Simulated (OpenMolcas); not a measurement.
**Ta³⁺ among point charges: CASSCF and CASPT2 levels and susceptibility**

Aim: the splitting of the states of Ta³⁺ in the field of 5 point charges, its lowest levels with spin-orbit coupling and its magnetic susceptibility.

Program: OpenMolcas 26.06. Level of theory: state-averaged CASSCF and CASPT2, spin-orbit coupling by RASSI with atomic mean-field integrals. These are calculated values, not measurements, unless marked.

**1. Starting point**

| Quantity | Value |
| --- | --- |
| Species | Ta³⁺ (tantalum, Z = 73, 70 electrons) |
| Basis | ANO-RCC-VDZP [7s6p4d2f1g], 68 functions |
| Scalar Hamiltonian | DKH2, point nucleus |
| Inactive shells | 1s 2s 2p 3s 3p 3d 4s 4p 4d 4f 5s 5p |
| Active space | 2 electrons in 5 orbitals (5d) |
| Some configurations of this space | 5d² |
| Orbitals | optimised for each spin and parity, averaged over all roots |

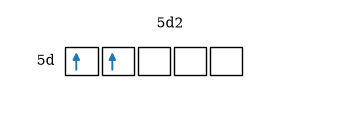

Outer shells as boxes.

The ion sits among 5 point charges of -0.5 e arranged as a square pyramid (C4v), 2.04 Å from the ion, with the axial distance 2.183 Å.

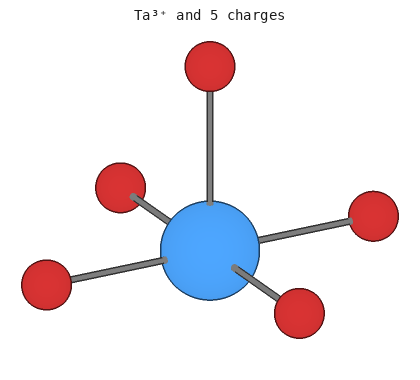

The ion and the point charges (red).

The work runs as a chain of OpenMolcas steps in one folder; each step below is one input file. Labels, J, g values, rates, χT and fits are worked out afterwards by a script from the matrices that RASSI stores.

**2. Basis and integrals**

Contents of a.inp:

```
&GATEWAY
Coord
1

Ta 0.0 0.0 0.0
Basis=ANO-RCC-VDZP
Group=NoSym
NoMove
AngMom=0.0 0.0 0.0
AMFI
XField
5 Angstrom 0
2.040000 0.000000 0.000000 -0.500000
0.000000 2.040000 0.000000 -0.500000
-2.040000 0.000000 0.000000 -0.500000
0.000000 -2.040000 0.000000 -0.500000
0.000000 0.000000 2.182800 -0.500000
&SEWARD
```

What it wrote:

```text
Basis set label: TA.ANO-RCC...7S6P4D2F1G.

      Electronic valence basis set:
      ------------------
      Associated Effective Charge  73.000000 au
      Associated Actual Charge     73.000000 au
      Nuclear Model: Point charge

      Shell  nPrim  nBasis  Cartesian Spherical Contaminant
         s      24       7        X
         p      21       6        X
         d      15       4                 X
         f      11       2                 X
         g       4       1                 X
                  Relativistic Douglas-Kroll-Hess integrals:
                    - DKH order of Hamiltonian: 2
                    - DKH order of Properties : 0
                  Atomic mean-field integrals
```

**3. Reference wave functions, triplets, 10 roots**

Contents of a.inp:

```
&RASSCF
FileOrb=start.orb
Symmetry=1
Spin=3
nActEl=2 0 0
Inactive=34
Ras2=5
CIRoot=10 10 1
SDav=10
CIMx=300
Iter=120 100
PrWF=0.3
OrbListing=Nothing
MaxOrb=0
>>> COPY $Project.JobIph JOB001
```

start.orb holds the contracted functions of the basis, ordered by shell, or the orbitals of the step before.

What it wrote, cut to the lines that bear on the results:

```text
[...]
      Number of active orbitals                  5
[...]
      Spin quantum number                      1.0
[...]
      Active orbitals                            5
[...]
      Number of CSFs                            10
      Number of root(s) required                10
[...]
      Convergence after 16 iterations
[...]
      Natural orbitals and occupation numbers for root  1
      sym 1:   0.047098   0.047098  -0.000000   0.952902   0.952902
      Natural orbitals and occupation numbers for root  2
      sym 1:   0.647615   0.000000   0.352385   0.647615   0.352385
      Natural orbitals and occupation numbers for root  3
      sym 1:   0.647615  -0.000000   0.352385   0.352385   0.647615
::    RASSCF root number  1 Total energy: -15590.23127351
::    RASSCF root number  2 Total energy: -15590.22616442
::    RASSCF root number  3 Total energy: -15590.22616442
[...]
::    RASSCF root number  7 Total energy: -15590.19412888
::    RASSCF root number  8 Total energy: -15590.17274614
::    RASSCF root number  9 Total energy: -15590.17274614
::    RASSCF root number 10 Total energy: -15590.14284615
```

**4. Reference wave functions, singlets, 15 roots**

Contents of a.inp:

```
&RASSCF
FileOrb=start.orb
Symmetry=1
Spin=1
nActEl=2 0 0
Inactive=34
Ras2=5
CIRoot=15 15 1
SDav=15
CIMx=300
Iter=120 100
PrWF=0.3
OrbListing=Nothing
MaxOrb=0
>>> COPY $Project.JobIph JOB002
```

What it wrote, cut to the lines that bear on the results:

```text
[...]
      Number of active orbitals                  5
[...]
      Spin quantum number                      0.0
[...]
      Active orbitals                            5
[...]
      Number of CSFs                            15
      Number of root(s) required                15
[...]
      Convergence after  9 iterations
[...]
      Natural orbitals and occupation numbers for root  1
      sym 1:   0.529650   0.470350   0.470350   0.000000   0.529650
      Natural orbitals and occupation numbers for root  2
      sym 1:  -0.000000   0.829428   0.170572   0.170572   0.829428
      Natural orbitals and occupation numbers for root  3
      sym 1:   0.042210   0.669192   0.243413   0.375992   0.669192
::    RASSCF root number  1 Total energy: -15590.19913381
::    RASSCF root number  2 Total energy: -15590.19144879
::    RASSCF root number  3 Total energy: -15590.17438317
[...]
::    RASSCF root number 12 Total energy: -15590.14211013
::    RASSCF root number 13 Total energy: -15590.12227833
::    RASSCF root number 14 Total energy: -15590.12113408
::    RASSCF root number 15 Total energy: -15590.05003631
```

**5. State interaction with spin-orbit coupling**

Contents of a.inp:

```
&RASSI
NrOfJobIphs=2 10 15
1 2 3 4 5 6 7 8 9 10
1 2 3 4 5 6 7 8 9 10 11 12 13 14 15
IphNames
JOB001
JOB002
EJob
SpinOrbit
DIPRint=1.0
SOCoupling=1000.0
Subsets=2
Property=9
'ANGMOM' 1 'ANGMOM' 2 'ANGMOM' 3 'MLTPL  1' 1 'MLTPL  1' 2 'MLTPL  1' 3
'AMFI' 1 'AMFI' 2 'AMFI' 3
SOProperty=3
'ANGMOM' 1 'ANGMOM' 2 'ANGMOM' 3
```

What it wrote, cut to the lines that bear on the results:

```text
SPIN-FREE ENERGIES:
  (Shifted by EMIN (a.u.) =     -15590.2312735149)
 SF State       Relative EMIN(au)   Rel lowest level(eV)    D:o, cm**(-1)      L_eff
     1             0.0000000000        0.0000000000              0.0000         2.9
     2             0.0051090979        0.1390256359           1121.3174         2.9
     3             0.0051090979        0.1390256359           1121.3174         2.9
     4             0.0123774978        0.3368088730           2716.5468         2.9
     5             0.0218125588        0.5935499632           4787.3033         2.8
     6             0.0218125588        0.5935499632           4787.3033         2.8
    11             0.0321397025        0.8745658588           7053.8494         2.0
     7             0.0371446322        1.0107569351           8152.3045         2.9
    12             0.0398247236        1.0836859362           8740.5165         2.4
    13             0.0568903493        1.5480652689          12485.9884         3.6
[...]
Eigenvalues of complex Hamiltonian:
   -----------------------------------
  (Shifted by EMIN (a.u.) =     -15590.2312735149)
 SO State       Relative EMIN(au)   Rel lowest level(eV)    D:o, cm**(-1)     J-value
     1            -0.0221183073        0.0000000000              0.0000         1.9
     2            -0.0178603709        0.1158643518            934.5090         1.8
     3            -0.0178603709        0.1158643517            934.5090         1.8
     4            -0.0171545343        0.1350711440           1089.4222         1.1
     5            -0.0105984195        0.3134721166           2528.3231         1.1
     6             0.0014118729        0.6402888211           5164.2776         2.8
     7             0.0027284766        0.6761154351           5453.2387         2.7
     8             0.0027284766        0.6761154350           5453.2387         2.7
     9             0.0053900614        0.7485408466           6037.3891         2.4
    10             0.0132320727        0.9619328444           7758.5116         2.2
    11             0.0159502337        1.0358977734           8355.0790         2.1
[...]
```

Time for these steps: 8.5 s (1 thread, shared host).

States without spin-orbit coupling:

| state | degeneracy | E (cm-1) | free-ion L (%) |
| --- | --- | --- | --- |
| triplet | 1 | 0 | F (93) |
| triplet | 2 | 1121 | F (98) |
| triplet | 1 | 2717 | F (100) |
| triplet | 2 | 4787 | F (87) |
| singlet | 1 | 7054 | D (99) |
| triplet | 1 | 8152 | F (100) |
| singlet | 1 | 8741 | D (82) |
| singlet | 1 | 12486 | G (82) |
| singlet | 2 | 12593 | D (63) |
| triplet | 2 | 12845 | P (85) |
| singlet | 2 | 13805 | G (81) |
| singlet | 1 | 14000 | G (99) |
| singlet | 1 | 15961 | D (65) |
| singlet | 1 | 17975 | G (82) |
| triplet | 1 | 19408 | P (93) |
| singlet | 2 | 19569 | G (82) |
| singlet | 1 | 23922 | G (100) |
| singlet | 1 | 24173 | G (76) |
| singlet | 1 | 39777 | S (86) |

With spin-orbit coupling:

```json
{"E (cm-1)": "0.0", "Degeneracy": "1", "2S+1": "3", "g": ""}
{"E (cm-1)": "934.5", "Degeneracy": "2", "2S+1": "3", "g": "0.00 0.00 2.00"}
{"E (cm-1)": "1089", "Degeneracy": "1", "2S+1": "3", "g": ""}
{"E (cm-1)": "2528", "Degeneracy": "1", "2S+1": "3", "g": ""}
{"E (cm-1)": "5164", "Degeneracy": "1", "2S+1": "3", "g": ""}
{"E (cm-1)": "5453", "Degeneracy": "2", "2S+1": "3", "g": "0.00 0.00 0.87"}
{"E (cm-1)": "6037", "Degeneracy": "1", "2S+1": "3", "g": ""}
{"E (cm-1)": "7759", "Degeneracy": "1", "2S+1": "3", "g": ""}
{"E (cm-1)": "8355", "Degeneracy": "2", "2S+1": "3", "g": "0.00 0.00 4.07"}
{"E (cm-1)": "8487", "Degeneracy": "1", "2S+1": "3", "g": ""}
{"E (cm-1)": "9551", "Degeneracy": "2", "2S+1": "3", "g": "0.00 0.00 0.03"}
{"E (cm-1)": "9946", "Degeneracy": "1", "2S+1": "3", "g": ""}
{"E (cm-1)": "11458", "Degeneracy": "1", "2S+1": "3", "g": ""}
{"E (cm-1)": "12034", "Degeneracy": "1", "2S+1": "3", "g": ""}
{"E (cm-1)": "13173", "Degeneracy": "1", "2S+1": "3", "g": ""}
{"E (cm-1)": "13193", "Degeneracy": "1", "2S+1": "1", "g": ""}
{"E (cm-1)": "13958", "Degeneracy": "2", "2S+1": "3", "g": "0.00 0.00 4.77"}
{"E (cm-1)": "13987", "Degeneracy": "1", "2S+1": "3", "g": ""}
{"E (cm-1)": "15284", "Degeneracy": "2", "2S+1": "3", "g": "0.00 0.00 0.10"}
{"E (cm-1)": "15337", "Degeneracy": "1", "2S+1": "3", "g": ""}
{"E (cm-1)": "16969", "Degeneracy": "1", "2S+1": "3", "g": ""}
{"E (cm-1)": "17720", "Degeneracy": "1", "2S+1": "1", "g": ""}
{"E (cm-1)": "18962", "Degeneracy": "1", "2S+1": "1", "g": ""}
{"E (cm-1)": "19447", "Degeneracy": "2", "2S+1": "1", "g": "0.00 0.00 1.45"}
```

Principal g values are given for doublets only; a zero marks a field direction without first-order Zeeman splitting.

Powder χT (cm³ K/mol): 0.00 at 2 K, 0.00 at 5 K, 0.00 at 10 K, 0.01 at 20 K, 0.02 at 50 K, 0.03 at 100 K, 0.05 at 150 K, 0.06 at 200 K, 0.08 at 250 K, 0.09 at 300 K.

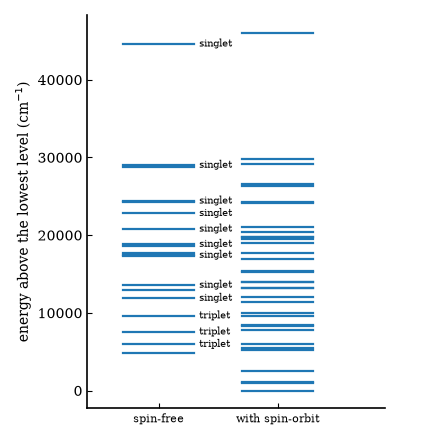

The states in the field without (left) and with (right) spin-orbit coupling.

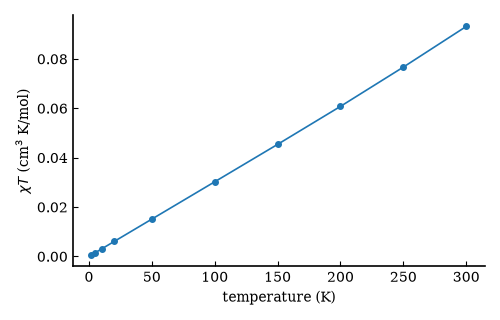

χT against temperature.

Orbitals of the lowest block (energies include the constant potential of the surroundings):

| shell | space | energy (hartree) | mean occupation | ⟨r²⟩ (bohr²) |
| --- | --- | --- | --- | --- |
| 1s | inactive | -2486.2606 | 2.000 | 0.000446 |
| 2s | inactive | -432.8824 | 2.000 | 0.00729 |
| 2p | inactive | -380.7881 | 6.000 | 0.00601 |
| 3s | inactive | -101.7259 | 2.000 | 0.0477 |
| 3p | inactive | -85.8432 | 6.000 | 0.0483 |
| 3d | inactive | -66.5809 | 10.000 | 0.0404 |
| 4s | inactive | -22.2256 | 2.000 | 0.238 |
| 4p | inactive | -16.8917 | 6.000 | 0.270 |
| 4d | inactive | -9.7932 | 10.000 | 0.318 |
| 4f | inactive | -1.8997 | 14.000 | 0.493 |
| 5s | inactive | -3.5996 | 2.000 | 1.40 |
| 5p | inactive | -2.1718 | 6.000 | 1.87 |
| 5d | RAS2 |  | 2.000 | 4.51 |

**6. CASPT2: IPEA 0.25, imaginary shift 0.1 (closed shells correlated: 4f 5s 5p)**

Contents of a.inp:

```
>>> COPY JOB001 $Project.JobIph
&CASPT2
Multistate=10 1 2 3 4 5 6 7 8 9 10
NoMult
Frozen=23
IPEA=0.25
Imaginary=0.1
MaxIter=60
WThr=0.0 0.3 0.05
PrWF=0.5
NoMix
>>> COPY JOB002 $Project.JobIph
&CASPT2
Multistate=15 1 2 3 4 5 6 7 8 9 10 11 12 13 14 15
NoMult
Frozen=23
IPEA=0.25
Imaginary=0.1
MaxIter=60
WThr=0.0 0.3 0.05
PrWF=0.5
NoMix
```

What it wrote:

```text
Orbital specifications:
      -----------------------

      Symmetry species                           1
                                                 a
      Frozen orbitals                           23
      Inactive orbitals                         11
      Active orbitals                            5
      Secondary orbitals                        29
      Deleted orbitals                           0
      Number of basis functions                 68
Type of calculation                        SS-CASPT2
      Fock operator                              state-specific
      IPEA shift                                 0.25
      Real shift                                 0.00
      Imaginary shift                            0.10
      The input orbitals will be transformed to quasi-canonical
Reference energy:      -15590.2312735149
      E2 (Non-variational):      -0.8492450882
      Shift correction:          -0.0001329430
      E2 (Variational):          -0.8493780313
      Total energy:          -15591.0806515461
      Residual norm:              0.0000006657
      Reference weight:           0.91469
      Contributions to the CASPT2 correlation energy
      Active & Virtual Only:         -0.0023269538
      One Inactive Excited:          -0.0766455301
      Two Inactive Excited:          -0.7702726043
Reference energy:      -15590.2261644170
      E2 (Non-variational):      -0.8508737476
      Shift correction:          -0.0001420235
      E2 (Variational):          -0.8510157711
      Total energy:          -15591.0771801881
      Residual norm:              0.0000004400
      Reference weight:           0.91395
      Contributions to the CASPT2 correlation energy
      Active & Virtual Only:         -0.0024813786
      One Inactive Excited:          -0.0773680911
      Two Inactive Excited:          -0.7710242778
::    CASPT2 Root  1     Total energy: -15591.08065155
::    CASPT2 Root  2     Total energy: -15591.07718019
::    CASPT2 Root  3     Total energy: -15591.07718019
::    CASPT2 Root  4     Total energy: -15591.06871930
::    CASPT2 Root  5     Total energy: -15591.06107509
::    CASPT2 Root  6     Total energy: -15591.06107509
::    CASPT2 Root  7     Total energy: -15591.04417503
::    CASPT2 Root  8     Total energy: -15591.02891242
::    CASPT2 Root  9     Total energy: -15591.02891241
::    CASPT2 Root 10     Total energy: -15590.99817593
Orbital specifications:
      -----------------------

      Symmetry species                           1
                                                 a
      Frozen orbitals                           23
      Inactive orbitals                         11
      Active orbitals                            5
      Secondary orbitals                        29
      Deleted orbitals                           0
      Number of basis functions                 68
Type of calculation                        SS-CASPT2
      Fock operator                              state-specific
      IPEA shift                                 0.25
      Real shift                                 0.00
      Imaginary shift                            0.10
      The input orbitals will be transformed to quasi-canonical
Reference energy:      -15590.1991338124
      E2 (Non-variational):      -0.8592112324
      Shift correction:          -0.0012714165
      E2 (Variational):          -0.8604826489
      Total energy:          -15591.0596164613
      Residual norm:              0.0000003581
      Reference weight:           0.89671
      Contributions to the CASPT2 correlation energy
      Active & Virtual Only:         -0.0097513590
      One Inactive Excited:          -0.0752437199
      Two Inactive Excited:          -0.7742161535
Reference energy:      -15590.1914487913
      E2 (Non-variational):      -0.8561174824
      Shift correction:          -0.0003192868
      E2 (Variational):          -0.8564367692
      Total energy:          -15591.0478855604
      Residual norm:              0.0000002362
      Reference weight:           0.90772
      Contributions to the CASPT2 correlation energy
      Active & Virtual Only:         -0.0075207699
      One Inactive Excited:          -0.0753373110
      Two Inactive Excited:          -0.7732594015
::    CASPT2 Root  1     Total energy: -15591.05961646
::    CASPT2 Root  2     Total energy: -15591.04788556
::    CASPT2 Root  3     Total energy: -15591.02987560
::    CASPT2 Root  4     Total energy: -15591.03073130
::    CASPT2 Root  5     Total energy: -15591.03073128
::    CASPT2 Root  6     Total energy: -15591.02396227
::    CASPT2 Root  7     Total energy: -15591.02396225
::    CASPT2 Root  8     Total energy: -15591.02207057
::    CASPT2 Root  9     Total energy: -15591.01735931
::    CASPT2 Root 10     Total energy: -15591.00457359
::    CASPT2 Root 11     Total energy: -15590.99726327
::    CASPT2 Root 12     Total energy: -15590.99726329
::    CASPT2 Root 13     Total energy: -15590.97543316
::    CASPT2 Root 14     Total energy: -15590.97961374
::    CASPT2 Root 15     Total energy: -15590.92153498
```

Time for this run: 9.5 s (1 thread, shared host).

SS-CASPT2: lowest energy less the reference's lowest, -0.8494 hartree; reference weights 0.897 to 0.915.

Spin-free states:

| state | degeneracy | E (cm-1) | free-ion L (%) |
| --- | --- | --- | --- |
| triplet | 1 | 0 | F (93) |
| triplet | 2 | 762 | F (98) |
| triplet | 1 | 2619 | F (100) |
| triplet | 2 | 4297 | F (87) |
| singlet | 1 | 4617 | D (99) |
| singlet | 1 | 7191 | D (82) |
| triplet | 1 | 8006 | F (100) |
| singlet | 2 | 10956 | D (63) |
| singlet | 1 | 11144 | G (82) |
| triplet | 2 | 11355 | P (85) |
| singlet | 2 | 12442 | G (81) |
| singlet | 1 | 12857 | G (99) |
| singlet | 1 | 13891 | D (65) |
| singlet | 1 | 16697 | G (82) |
| triplet | 1 | 18101 | P (93) |
| singlet | 2 | 18302 | G (82) |
| singlet | 1 | 22175 | G (76) |
| singlet | 1 | 23093 | G (100) |
| singlet | 1 | 34922 | S (86) |

With spin-orbit coupling:

```json
{"E (cm-1)": "0", "Degeneracy": "1", "2S+1": "3", "g": ""}
{"E (cm-1)": "900", "Degeneracy": "1", "2S+1": "3", "g": ""}
{"E (cm-1)": "930", "Degeneracy": "2", "2S+1": "3", "g": "0.00 0.00 1.94"}
{"E (cm-1)": "1910", "Degeneracy": "1", "2S+1": "3", "g": ""}
{"E (cm-1)": "5050", "Degeneracy": "1", "2S+1": "3", "g": ""}
{"E (cm-1)": "5620", "Degeneracy": "2", "2S+1": "3", "g": "0.00 0.00 0.87"}
{"E (cm-1)": "5810", "Degeneracy": "1", "2S+1": "3", "g": ""}
{"E (cm-1)": "7610", "Degeneracy": "1", "2S+1": "3", "g": ""}
{"E (cm-1)": "8220", "Degeneracy": "2", "2S+1": "3", "g": "0.00 0.00 4.23"}
{"E (cm-1)": "8460", "Degeneracy": "1", "2S+1": "3", "g": ""}
{"E (cm-1)": "9440", "Degeneracy": "2", "2S+1": "3", "g": "0.00 0.00 0.35"}
{"E (cm-1)": "9790", "Degeneracy": "1", "2S+1": "3", "g": ""}
{"E (cm-1)": "10930", "Degeneracy": "1", "2S+1": "3", "g": ""}
{"E (cm-1)": "11730", "Degeneracy": "1", "2S+1": "3", "g": ""}
{"E (cm-1)": "11810", "Degeneracy": "1", "2S+1": "1", "g": ""}
{"E (cm-1)": "12180", "Degeneracy": "1", "2S+1": "1", "g": ""}
{"E (cm-1)": "13580", "Degeneracy": "2", "2S+1": "3", "g": "0.00 0.00 1.40"}
{"E (cm-1)": "13690", "Degeneracy": "1", "2S+1": "3", "g": ""}
{"E (cm-1)": "14280", "Degeneracy": "1", "2S+1": "3", "g": ""}
{"E (cm-1)": "14360", "Degeneracy": "2", "2S+1": "3", "g": "0.00 0.00 3.16"}
{"E (cm-1)": "15820", "Degeneracy": "1", "2S+1": "3", "g": ""}
{"E (cm-1)": "16620", "Degeneracy": "1", "2S+1": "1", "g": ""}
{"E (cm-1)": "17880", "Degeneracy": "1", "2S+1": "3", "g": ""}
{"E (cm-1)": "18390", "Degeneracy": "2", "2S+1": "3", "g": "0.00 0.00 1.04"}
```

Powder χT (cm³ K/mol): 0.00 at 2 K, 0.00 at 5 K, 0.00 at 10 K, 0.01 at 20 K, 0.02 at 50 K, 0.03 at 100 K, 0.05 at 150 K, 0.06 at 200 K, 0.08 at 250 K, 0.10 at 300 K.

**7. The methods side by side**

A. CASSCF
B. SS-CASPT2, IPEA 0.25, imaginary shift 0.1 (closed shells correlated: 4f 5s 5p)

| method | ground state | first state of that spin (cm-1) | first gap with spin-orbit (cm-1) | χT at 300 K |
| --- | --- | --- | --- | --- |
| A | triplet | triplet 1121 | 934.5 | 0.09 |
| B | triplet | triplet 761.9 | 898.8 | 0.10 |

**8. Summary of results**

| quantity | value |
| --- | --- |
| method | SS-CASPT2, IPEA 0.25, imaginary shift 0.1 (closed shells correlated: 4f 5s 5p) |
| spin-free ground state | triplet, 1-fold in its orbital part |
| first state of the same spin within the active space | triplet at 762 cm⁻¹ |
| lowest level | 1-fold |
| next level | 898.8 cm⁻¹ |
| χT at 300 K | 0.10 cm³ K/mol |
| effective moment at 300 K | 0.89 μB |

Cost by method:

| method | time of its own steps | time with the reference |
| --- | --- | --- |
| A. CASSCF | 8.5 s | 8.5 s |
| B. SS-CASPT2, IPEA 0.25, imaginary shift 0.1, +4f 5s 5p | 9.5 s | 18 s |

Times are of one thread on a shared host.

**Reading.** The spin-free ground state (triplet) comes to 93 % from free-ion F terms and keeps the highest spin of the shell. χT at 300 K is 0.10, against 1.00 cm³ K/mol for the spin alone, so spin-orbit coupling lowers it. The field of point charges can differ much from that of real complexes. This is an electrostatic model: the charges have no orbitals.
